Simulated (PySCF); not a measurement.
**C4H12S3Si (SMILES CS[Si](C)(SC)SC): density, localisation and related maps**

The calculation's input:

```
{"job": {"xc": "WP04", "basis": "6-31G*", "kind": "nmr", "pop": true}, "charge": 0, "multiplicity": 1}
C     -0.483974    -2.714806     0.115250
S     -1.063660    -1.141416     0.817061
Si     0.116737     0.236469    -0.374671
C     -0.446546     0.216694    -2.190341
S      2.187960    -0.370202    -0.358863
C      2.685340     0.141717     1.316251
S     -0.063894     2.183358     0.529152
C     -1.868942     2.272944     0.710657
H     -0.800778    -3.494989     0.798918
H     -0.938652    -2.864549    -0.858607
H      0.598523    -2.699219     0.032528
H     -1.530258     0.243599    -2.265208
H     -0.047940     1.071449    -2.728600
H     -0.095107    -0.681004    -2.689987
H      2.559898     1.215260     1.411811
H      3.729965    -0.130224     1.422836
H      2.083434    -0.382374     2.052075
H     -2.329697     2.333165    -0.269765
H     -2.220478     1.400033     1.250316
H     -2.077079     3.174772     1.276151
```

Run with:

```sh
OMP_NUM_THREADS=1 python ens_run.py task.json out
```

Geometry: GFN2-xTB.

All numbers below come from PySCF, WP04/6-31G*, SCF density, gas phase, non-relativistic.

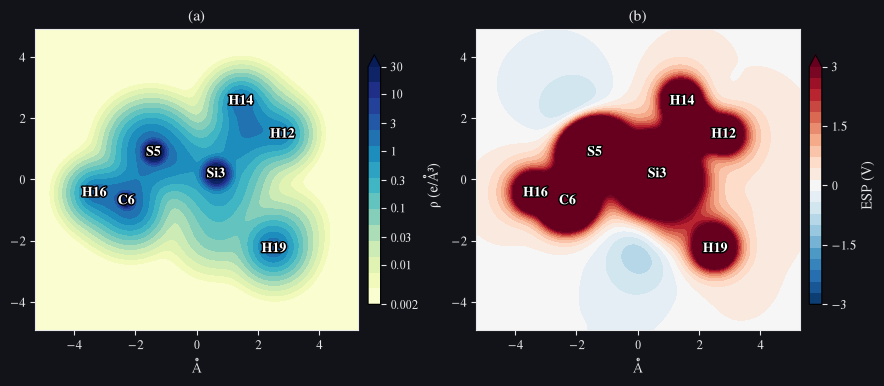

Figure 1. (a) electron density; (b) electrostatic potential on the plane of atoms S5, C6 and H16.

### Describe what can be read from this map.

- The section cuts through Si, S, C and H sites.
- C–S (1.82 Å): the density is about 1.2 e/Å³ at the midpoint.
- Si–S (2.16 Å): the density is about 0.82 e/Å³ at the midpoint.
- C–H (1.08 Å): the density is about 2.1 e/Å³ at the midpoint.
- Outside the dense part of the molecule the potential is most negative (−0.9 V) near S7, which lies off the plane.

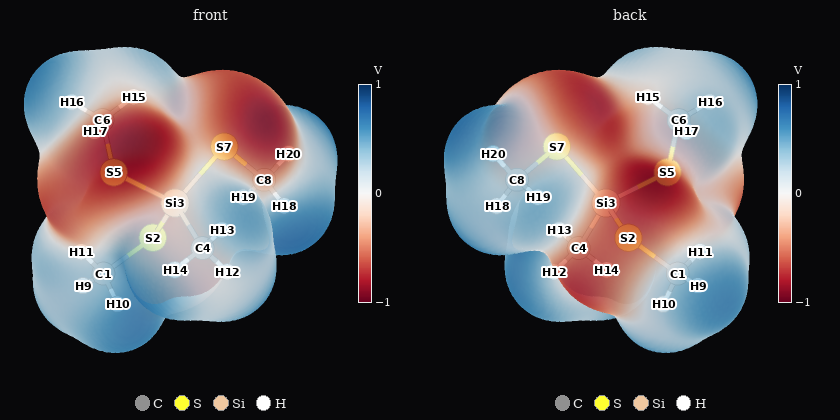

Figure 2. The molecular electrostatic potential painted on the density surface at 0.001 e/bohr³, seen from the front and from behind; the colour scale runs from red (negative) to blue (positive).

### Which sites attract a positive test charge, and which a negative one?

A positive charge is drawn to the negative regions and a negative charge to the positive ones. The most negative region (about −0.9 V, or −21 kcal/mol for a unit charge) lies over S2, S5 and S7, the most positive (about +0.7 V, or +16 kcal/mol for a unit charge) over H10, H18 and H20.

### What dipole moment does the calculation give?

Its dipole moment is 1.18 D.
